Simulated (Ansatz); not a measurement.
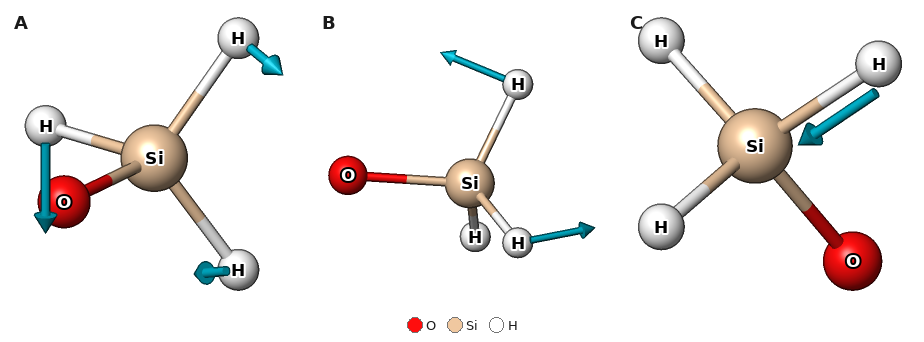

3 normal modes of one molecule or complex, as arrows. Charge 0, doublet. Harmonic vibrations computed with UKS PBE0-D4/def2-TZVP (Ansatz 0.2.0) at a stationary point of the same level.

> Match the panels to the wavenumbers 521 cm⁻¹, 885 cm⁻¹, 2179 cm⁻¹.

A: 885 cm⁻¹, H–Si–H bending
B: 521 cm⁻¹, H–Si–O bending
C: 2179 cm⁻¹, Si–H stretching
